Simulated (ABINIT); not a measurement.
**GaP (F-43m): a self-consistent loop beyond G0W0, cycle by cycle**

How far does self-consistency move the gap of GaP (F-43m)?

Method: PBE and many-body steps on it, plane waves, in ABINIT 10.8.3.

**What was measured.**

- Gap 2.25 ± 0.04 eV: optical gap from Tauc plot (fundamental, indirect); spectroscopic ellipsometry, Tauc-Lorentz fit and Tauc plot; 300 K; film (GaP layer on Si reference sample) on Si (“Assessment of GaPSb/Si tandem material association properties for photoelectrochemical cells”, 2020, arxiv:2002.02774).

## Step 1: Starting point

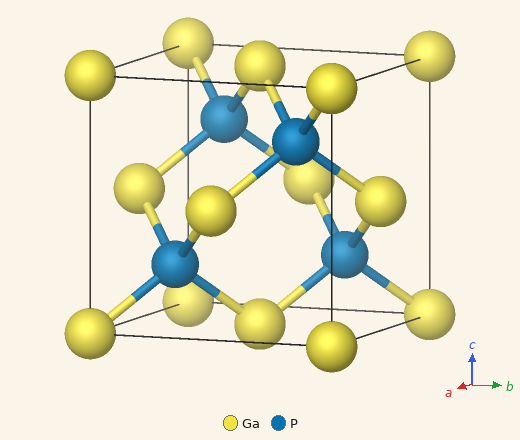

The cell as given, slightly off an axis (gallium yellow, phosphorus blue). This picture shows the conventional cell, with its axes. Bonds to atoms that aren't drawn are left out. Some periodic images of atoms are drawn too.

Coordinates:

```cif
data_structure
_symmetry_space_group_name_H-M 'P 1'
_symmetry_Int_Tables_number 1
_cell_length_a 3.8541
_cell_length_b 3.8541
_cell_length_c 3.8541
_cell_angle_alpha 60.000
_cell_angle_beta 60.000
_cell_angle_gamma 60.000
_cell_volume 40.48
loop_
_atom_site_label
_atom_site_type_symbol
_atom_site_fract_x
_atom_site_fract_y
_atom_site_fract_z
_atom_site_occupancy
Ga1 Ga 0.00000 0.00000 0.00000 1
P2 P 0.25000 0.25000 0.25000 1
```

The cell and positions come from the Crystallography Open Database and are kept as given unless a step says otherwise.

## Step 2: Empty states on the mesh, 4×4×4 mesh, 50 bands

This step: ABINIT 10.8.3; DFT, PBE, plane waves, norm-conserving pseudopotentials.

The sums over transitions need many empty states on a uniform mesh; this step solves for them.

File run.abi:

```
acell 3*1.0 Angstrom
rprim 
  0.000000000000 2.725250000000 2.725250000000
  2.725250000000 0.000000000000 2.725250000000
  2.725250000000 2.725250000000 0.000000000000
ntypat 2
znucl 31 15
natom 2
typat 1 2
xred 
  0.000000000000 0.000000000000 0.000000000000
  0.250000000000 0.250000000000 0.250000000000
pp_dirpath "pseudos"
pseudos "Ga.upf, P.upf"
ecut 36
ngkpt 4 4 4
nshiftk 1
shiftk 0 0 0
kptopt 1
chksymbreak 0
iscf -2
irdden 1
istwfk *1
nband 50
nbdbuf 4
tolwfr 1e-09
nstep 60
prtvol 0
indata_prefix "in"
outdata_prefix "out"
tmpdata_prefix "tmp"
```

Command:

```console
$ OMP_NUM_THREADS=1 mpirun -n 4 abinit run.abi > log
```

Numbers of over 12 decimals in the logs are rounded to 6 here.

Log:

```text
.Version 10.8.3 of ABINIT. v10.8.2 released Aug 2026.

 Symmetries : space group F-4 3 m (#216); Bravais cF (face-center cubic)
[... echo of the input left out ...]
== DATASET  1 ==================================================================
-   mpi_nproc: 4, omp_nthreads: 1 (-1 if OMP is not activated)

--- !DatasetInfo
iteration_state: {dtset: 1, }
dimensions: {natom: 2, nkpt: 8, mband: 50, nsppol: 1, nspinor: 1, nspden: 1, mpw: 2832, }
cutoff_energies: {ecut:  36.0, pawecutdg:  -1.0, }
[...]
1.59224    1.59224    1.62637    1.62637    1.62637    1.73208    1.73208    1.73208
   1.78756    1.80857    1.80857    1.80857    1.82721    1.82721    1.82721    1.85157
   1.85158    1.85161
 prteigrs : prtvol=0 or 1, do not print more k-points.

== END DATASET(S) ==============================================================
================================================================================

 -outvars: echo values of variables after computation  --------
            nband          50
             nkpt           8
          spgroup         216
 [... the other variables as echoed above ...]

 Calculation completed.
```

The job ended after 7.4 s (4 MPI ranks of Arm Neoverse V2, shared host; peak memory 0.26 GiB).

Numbers from this step:

* gap: 1.653 eV
* k of the valence top: 0, 0, 0
* k of the conduction bottom: 0.5, 0.5, 0
* least direct gap: 1.817 eV
* k points computed: 8
* lowest point of the top converged band, above the valence top: 45.23 eV

On this mesh the gap is 1.653 eV.

The density comes from a self-consistent run that is not shown.

## Step 3: Screening, 4×4×4 mesh, 46 bands, screening to 106.1 eV

The RPA dielectric matrix is built and inverted for each q.

This step: RPA screening on PBE, plane waves, norm-conserving pseudopotentials.

run.abi, as its differences from that of step 2:

```diff
@@ -20,10 +20,11 @@
 chksymbreak 0
-iscf -2
-irdden 1
 istwfk *1
-nband 50
-nbdbuf 4
-tolwfr 1e-09
-nstep 60
-prtvol 0
+occopt 1
+irdwfk 1
+optdriver 3
+nband 46
+ecuteps 3.9
+inclvkb 2
+awtr 1
+symchi 1
 indata_prefix "in"
```

Log:

```text
.Version 10.8.3 of ABINIT. v10.8.2 released Aug 2026.

 Symmetries : space group F-4 3 m (#216); Bravais cF (face-center cubic)
[... echo of the input left out ...]
== DATASET  1 ==================================================================
-   mpi_nproc: 4, omp_nthreads: 1 (-1 if OMP is not activated)

--- !DatasetInfo
iteration_state: {dtset: 1, }
dimensions: {natom: 2, nkpt: 8, mband: 46, nsppol: 1, nspinor: 1, nspden: 1, mpw: 2832, }
cutoff_energies: {ecut:  36.0, pawecutdg:  -1.0, }
electrons: {nelect:   1.80000000E+01, charge:   0.00000000E+00, occopt:   1.00000000E+00, tsmear:   1.00000000E-02, }

 SCREENING: Calculation of the susceptibility and dielectric matrices

 Based on a program developped by R.W. Godby, V. Olevano, G. Onida, and L. Reining.
 Incorporated in ABINIT by V. Olevano, G.-M. Rignanese, and M. Torrent.
.Using double precision arithmetic ; gwpc =  8

[... cell and pseudopotentials left out ...]
--------------------------------------------------------------------------------

 ==== K-mesh for the wavefunctions ====
 Number of points in the irreducible wedge :     8
[... list of points left out ...]
 Together with 24 symmetry operations and time-reversal symmetry
 yields    64 points in the full Brillouin Zone.

 ==== Q-mesh for the screening function ====
 Number of points in the irreducible wedge :     8
[... list of points left out ...]
 Together with 24 symmetry operations and time-reversal symmetry
 yields    64 points in the full Brillouin Zone.

 setmesh: FFT mesh size selected  =    25x   25x   25
          total number of points  =        15625

 vcoul_init : cutoff-mode = AUXILIARY_FUNCTION
 q-points for optical limit:   1
     1)      0.000010    0.000020    0.000030

- screening: taking advantage of time-reversal symmetry
- Maximum band index for partially occupied states nbvw = 9
- Remaining bands to be divided among processors   nbcw = 37
- Number of bands treated by each node ~9

 Number of electrons calculated from density =   18.0000; Expected =   18.0000
 average of density, n =  0.065891
 r_s =    1.5359
 omega_plasma =   24.7610 [eV]

 calculating chi0 at frequencies [eV] :
  1    0.000000E+00    0.000000E+00
  2    0.000000E+00    2.476105E+01

--------------------------------------------------------------------------------
  q-point number  1        q = ( 0.000000, 0.000000, 0.000000) [r.l.u.]
--------------------------------------------------------------------------------
[... chi0 elements left out ...]
 For q-point:  0.000010 0.000020 0.000030
  dielectric constant =  18.0154
  dielectric constant without local fields =  19.5900

  Average fulfillment of the sum rule on Im[epsilon] for q-point    1 :     42.67  [%]
[... wings left out ...]
  q-point number  2        q = ( 0.250000, 0.000000, 0.000000) [r.l.u.]
--------------------------------------------------------------------------------
[... chi0 elements left out ...]
  Average fulfillment of the sum rule on Im[epsilon] for q-point    2 :     54.73  [%]

 [... 6 further q-points ...]
```

The job ended after 5.2 s (4 MPI ranks; peak memory 0.46 GiB; 20 s of CPU time).

Numbers from this step:

```
ε∞ with local fields, on this mesh, along the program's q direction : 18.02
the same without local fields                                       : 19.59
plasma frequency                                                    : 24.76 eV
plane waves in the screening matrix                                 : 113
```

Local fields lower ε∞ by 8 %. On a Γ-centred mesh this coarse the value itself is usually too large, while a short band sum pulls it down.

## Step 4: G0W0

The self-energy is evaluated for the states that the input lists, and the levels follow from it, in one-shot runs by the linearised quasiparticle equation.

This step: G0W0 on PBE, plane waves, norm-conserving pseudopotentials.

run.abi, as its differences from that of step 3:

```diff
@@ -23,8 +23,17 @@
 irdwfk 1
-optdriver 3
+optdriver 4
 nband 46
+gwcalctyp 0
+ecutsigx 36
+symsigma 1
+nkptgw 2
+kptgw 
+  0.0000000000 0.0000000000 0.0000000000
+  0.5000000000 0.5000000000 0.0000000000
+bdgw 
+  7 13
+  8 11
 ecuteps 3.9
-inclvkb 2
-awtr 1
-symchi 1
+irdscr 1
+ppmodel 1
 indata_prefix "in"
```

Log:

```text
.Version 10.8.3 of ABINIT. v10.8.2 released Aug 2026.

 Symmetries : space group F-4 3 m (#216); Bravais cF (face-center cubic)
[... echo of the input left out ...]
== DATASET  1 ==================================================================
-   mpi_nproc: 4, omp_nthreads: 1 (-1 if OMP is not activated)

--- !DatasetInfo
iteration_state: {dtset: 1, }
dimensions: {natom: 2, nkpt: 8, mband: 46, nsppol: 1, nspinor: 1, nspden: 1, mpw: 2832, }
cutoff_energies: {ecut:  36.0, pawecutdg:  -1.0, }
electrons: {nelect:   1.80000000E+01, charge:   0.00000000E+00, occopt:   1.00000000E+00, tsmear:   1.00000000E-02, }

 SIGMA: Calculation of the GW corrections

 Based on a program developped by R.W. Godby, V. Olevano, G. Onida, and L. Reining.
 Incorporated in ABINIT by V. Olevano, G.-M. Rignanese, and M. Torrent.
.Using double precision arithmetic ; gwpc =  8

[... cell and pseudopotentials left out ...]
--------------------------------------------------------------------------------

 ==== K-mesh for the wavefunctions ====
 Number of points in the irreducible wedge :     8
[... list of points left out ...]
 Together with 24 symmetry operations and time-reversal symmetry
 yields    64 points in the full Brillouin Zone.

 ==== Q-mesh for screening function ====
 Number of points in the irreducible wedge :     8
[... list of points left out ...]
 Together with 24 symmetry operations and time-reversal symmetry
 yields    64 points in the full Brillouin Zone.

 vcoul_init : cutoff-mode = AUXILIARY_FUNCTION
 q-points for optical limit:   1
     1)      0.000010    0.000020    0.000030
 setmesh: FFT mesh size selected  =    40x   40x   40
          total number of points  =        64000

 Number of electrons calculated from density =   18.0000; Expected =   18.0000
 average of density, n =  0.065891
 r_s =    1.5359
 omega_plasma =   24.7610 [eV]

 === KS Band Gaps ===
  >>>> For spin  1
   Minimum direct gap =   1.8169 [eV], located at k-point      :   0.0000  0.0000  0.0000
   Fundamental gap    =   1.6526 [eV], Top of valence bands at :   0.0000  0.0000  0.0000
                                       Bottom of conduction at :   0.5000  0.5000  0.0000
 SIGMA fundamental parameters:
 PLASMON POLE MODEL  1
 number of plane-waves for SigmaX                 2741
 number of plane-waves for SigmaC and W            113
 number of plane-waves for wavefunctions          2741
 number of bands                                    46
 number of independent spin polarizations            1
 number of spinorial components                      1
 number of k-points in IBZ                           8
 number of q-points in IBZ                           8
 number of symmetry operations                      24
 number of k-points in BZ                           64
 number of q-points in BZ                           64
 number of frequencies for dSigma/dE                 9
 frequency step for dSigma/dE [eV]                0.25
 number of omega for Sigma on real axis              0
 max omega for Sigma on real axis  [eV]           0.00
 zcut for avoiding poles [eV]                     0.10

 EPSILON^-1 parameters (SCR file):
 dimension of the eps^-1 matrix on file            113
 dimension of the eps^-1 matrix used               113
 number of plane-waves for wavefunctions          2741
 number of bands                                    46
 number of q-points in IBZ                           8
 number of frequencies                               2
 number of real frequencies                          1
 number of imag frequencies                          1

 matrix elements of self-energy operator (all in [eV])

 Perturbative Calculation

--- !SelfEnergy_ee
iteration_state: {dtset: 1, }
kpoint     : [   0.000,    0.000,    0.000, ]
spin       : 1
KS_gap     :    1.817
QP_gap     :    2.366
Delta_QP_KS:    0.549
data: !SigmaeeData |
     Band     E0 <VxcDFT>   SigX SigC(E0)      Z dSigC/dE  Sig(E)    E-E0       E
        7   4.357 -12.838 -14.651   1.597   0.783  -0.278 -13.007  -0.169   4.188
        8   4.357 -12.838 -14.651   1.597   0.783  -0.278 -13.007  -0.169   4.188
        9   4.357 -12.838 -14.651   1.597   0.783  -0.278 -13.007  -0.169   4.188
       10   6.174 -12.306  -7.906  -3.918   0.788  -0.269 -11.925   0.380   6.554
       11   8.244 -10.862  -6.778  -3.807   0.794  -0.260 -10.643   0.220   8.464
       12   8.244 -10.862  -6.778  -3.807   0.794  -0.260 -10.643   0.220   8.464
       13   8.244 -10.862  -6.778  -3.807   0.794  -0.260 -10.643   0.220   8.464

--- !SelfEnergy_ee
iteration_state: {dtset: 1, }
kpoint     : [   0.500,    0.500,    0.000, ]
spin       : 1
KS_gap     :    4.335
QP_gap     :    5.093
Delta_QP_KS:    0.757
data: !SigmaeeData |
     Band     E0 <VxcDFT>   SigX SigC(E0)      Z dSigC/dE  Sig(E)    E-E0       E
        8   1.674 -11.507 -14.675   2.436   0.772  -0.296 -12.072  -0.565   1.110
        9   1.674 -11.507 -14.675   2.436   0.772  -0.296 -12.072  -0.565   1.110
       10   6.010  -9.355  -5.501  -3.615   0.807  -0.239  -9.162   0.193   6.202
       11   6.179 -10.511  -6.390  -3.667   0.800  -0.250 -10.148   0.363   6.542

== END DATASET(S) ==============================================================
================================================================================

 -outvars: echo values of variables after computation  --------
           etotal      0.0000000000E+00
            nband          46
             nkpt           8
          spgroup         216
 [... the other variables as echoed above ...]

 Calculation completed.
```

The job ended after 3.1 s (4 MPI ranks; peak memory 0.37 GiB; 12 s of CPU time).

Numbers from this step:

* G0W0 gap on the points computed: 2.014 eV
* starting gap on the mesh: 1.653 eV
* k of the valence top: 0, 0, 0
* k of the conduction bottom: 0.5, 0.5, 0
* Z at the valence top: 0.783
* Z at the conduction bottom: 0.807
* least direct G0W0 gap on the computed points: 2.366 eV

The gap on the mesh goes from 1.65 eV to 2.01 eV, a correction of +0.36 eV.

## Step 5: evGW0, cycle 1

This step: evGW0 on PBE, plane waves, norm-conserving pseudopotentials.

run.abi, as its differences from that of step 4:

```diff
@@ -25,12 +25,24 @@
 nband 46
-gwcalctyp 0
+gwcalctyp 10
 ecutsigx 36
 symsigma 1
-nkptgw 2
+nkptgw 8
 kptgw 
   0.0000000000 0.0000000000 0.0000000000
+  0.2500000000 0.0000000000 0.0000000000
+  0.5000000000 0.0000000000 0.0000000000
+  0.2500000000 0.2500000000 0.0000000000
+  0.5000000000 0.2500000000 0.0000000000
+  -0.2500000000 0.2500000000 0.0000000000
   0.5000000000 0.5000000000 0.0000000000
+  -0.2500000000 0.5000000000 0.2500000000
 bdgw 
-  7 13
-  8 11
+  1 13
+  1 13
+  1 13
+  1 13
+  1 13
+  1 13
+  1 13
+  1 13
 ecuteps 3.9
```

Log:

```text
.Version 10.8.3 of ABINIT. v10.8.2 released Aug 2026.

 Symmetries : space group F-4 3 m (#216); Bravais cF (face-center cubic)
[... echo of the input left out ...]
== DATASET  1 ==================================================================
-   mpi_nproc: 4, omp_nthreads: 1 (-1 if OMP is not activated)

--- !DatasetInfo
iteration_state: {dtset: 1, }
dimensions: {natom: 2, nkpt: 8, mband: 46, nsppol: 1, nspinor: 1, nspden: 1, mpw: 2832, }
cutoff_energies: {ecut:  36.0, pawecutdg:  -1.0, }
electrons: {nelect:   1.80000000E+01, charge:   0.00000000E+00, occopt:   1.00000000E+00, tsmear:   1.00000000E-02, }

 SIGMA: Calculation of the GW corrections

 Based on a program developped by R.W. Godby, V. Olevano, G. Onida, and L. Reining.
 Incorporated in ABINIT by V. Olevano, G.-M. Rignanese, and M. Torrent.
.Using double precision arithmetic ; gwpc =  8

[... cell and pseudopotentials left out ...]
--------------------------------------------------------------------------------

 ==== K-mesh for the wavefunctions ====
 Number of points in the irreducible wedge :     8
[... list of points left out ...]
 Together with 24 symmetry operations and time-reversal symmetry
 yields    64 points in the full Brillouin Zone.

 ==== Q-mesh for screening function ====
 Number of points in the irreducible wedge :     8
[... list of points left out ...]
 Together with 24 symmetry operations and time-reversal symmetry
 yields    64 points in the full Brillouin Zone.

 vcoul_init : cutoff-mode = AUXILIARY_FUNCTION
 q-points for optical limit:   1
     1)      0.000010    0.000020    0.000030
 setmesh: FFT mesh size selected  =    40x   40x   40
          total number of points  =        64000

 Number of electrons calculated from density =   18.0000; Expected =   18.0000
[...]
QP_gap     :    5.093
Delta_QP_KS:    0.757
data: !SigmaeeData |
     Band     E_DFT   <VxcDFT>   E(N-1)  <Hhartree>   SigX  SigC[E(N-1)]    Z     dSigC/dE  Sig[E(N)]  DeltaE  E(N)_pert E(N)_diago
[...]
--- !SelfEnergy_ee
iteration_state: {dtset: 1, }
kpoint     : [  -0.250,    0.500,    0.250, ]
spin       : 1
KS_gap     :    8.122
QP_gap     :    9.155
Delta_QP_KS:    1.034
data: !SigmaeeData |
     Band     E_DFT   <VxcDFT>   E(N-1)  <Hhartree>   SigX  SigC[E(N-1)]    Z     dSigC/dE  Sig[E(N)]  DeltaE  E(N)_pert E(N)_diago
[...]
12    10.458   -10.573    10.458    21.031    -5.591    -4.597     0.784    -0.275   -10.272     0.301    10.760    10.843
       13    10.506   -10.080    10.506    20.586    -5.363    -4.311     0.794    -0.260    -9.758     0.322    10.828    10.912

 New Fermi energy :        1.909056E-01 Ha ,    5.194807E+00 eV
 New Exchange energy :    -8.304086E+00 Ha ,   -2.259657E+02 eV

 === QP Band Gaps ===
  >>>> For spin  1
   Minimum direct gap =   2.5151 [eV], located at k-point      :   0.0000  0.0000  0.0000
   Fundamental gap    =   2.1071 [eV], Top of valence bands at :   0.0000  0.0000  0.0000
                                       Bottom of conduction at :   0.5000  0.5000  0.0000

 writing QP data on file : out_QPS

 Convergence of QP corrections
 >>>>> For spin  1 <<<<<
.  kptgw no:  1; Maximum DeltaE = (   2.874   0.002) for band index:  5
.  kptgw no:  2; Maximum DeltaE = (   2.891   0.002) for band index:  5
.  kptgw no:  3; Maximum DeltaE = (   2.893   0.001) for band index:  4
[...]
.  kptgw no:  7; Maximum DeltaE = (   2.899   0.002) for band index:  5
.  kptgw no:  8; Maximum DeltaE = (   2.892  -0.001) for band index:  5

== END DATASET(S) ==============================================================
================================================================================

 -outvars: echo values of variables after computation  --------
           etotal      0.0000000000E+00
            nband          46
             nkpt           8
          spgroup         216
 [... the other variables as echoed above ...]

 Calculation completed.
```

It took 20 s on 4 MPI ranks; peak memory 0.87 GiB; 80 s of CPU time.

This step gave:

* quasiparticle gap on the mesh: 2.107 eV
* gap of the density functional on the mesh: 1.653 eV
* k of the valence top: 0, 0, 0
* k of the conduction bottom: 0.5, 0.5, 0
* Z at the valence top: 0.783
* Z at the conduction bottom: 0.807
* least direct quasiparticle gap on the computed points: 2.515 eV

Against G0W0 in ABINIT (4×4×4 mesh, 46 bands, screening to 106.1 eV, Godby-Needs plasmon pole), the gap moves by +0.093 eV. This first cycle still uses the starting levels; it takes the full correction, at all points of the mesh, and its linearised value is 2.014 eV.

## Step 6: evGW0, cycle 2

The corrected levels of the last cycle go back in.

run.abi, as its differences from that of step 5:

```diff
@@ -50,2 +50,3 @@
 ppmodel 1
+irdqps 1
 indata_prefix "in"
```

Log:

```text
.Version 10.8.3 of ABINIT. v10.8.2 released Aug 2026.

 Symmetries : space group F-4 3 m (#216); Bravais cF (face-center cubic)
[... echo of the input left out ...]
== DATASET  1 ==================================================================
-   mpi_nproc: 4, omp_nthreads: 1 (-1 if OMP is not activated)

--- !DatasetInfo
iteration_state: {dtset: 1, }
dimensions: {natom: 2, nkpt: 8, mband: 46, nsppol: 1, nspinor: 1, nspden: 1, mpw: 2832, }
cutoff_energies: {ecut:  36.0, pawecutdg:  -1.0, }
[...]
.  kptgw no:  3; Maximum DeltaE = (   0.119   0.000) for band index:  7
[...]
.  kptgw no:  7; Maximum DeltaE = (  -0.162  -0.004) for band index:  6
.  kptgw no:  8; Maximum DeltaE = (  -0.102  -0.001) for band index:  1

== END DATASET(S) ==============================================================
================================================================================

 -outvars: echo values of variables after computation  --------
           etotal      0.0000000000E+00
            nband          46
             nkpt           8
          spgroup         216
 [... the other variables as echoed above ...]

 Calculation completed.
```

Elapsed: 20 s, on 4 MPI ranks; peak memory 0.87 GiB; 80 s of CPU time.

Numbers from this step:

- quasiparticle gap on the mesh: 2.079 eV
- gap of the density functional on the mesh: 1.653 eV
- k of the valence top: 0, 0, 0
- k of the conduction bottom: 0.5, 0.5, 0
- least direct quasiparticle gap on the computed points: 2.435 eV

Against the cycle before, the gap moves by −0.028 eV.

[end of part 1 of 3]

[Paths, hosts, dates, memory and timing lines, banners, echoed tables and standing remarks are left out of the program output.]

[Logs are printed without paths, hosts, clocks, repeated set-up lines and the standing remarks that a program may print on its own settings, such as how far it seeks lower states.]

[Runs of the session that timed out or met a known fault of the program may be left out.]

[Hosts, paths, dates, database ids (printed as entryN), source tags and the programs' standing remarks are cut or masked in the printed files.]

[G0W0 gaps are taken among the corrected bands and points alone; a level outside them can change the order at an edge.]

[Where Ansatz stands beside ABINIT at settings called matched, ABINIT's density can come from a denser mesh and the files from another edition; pairs whose starting gaps differed by over 0.03 eV were left out, so agreement reads better than it is.]
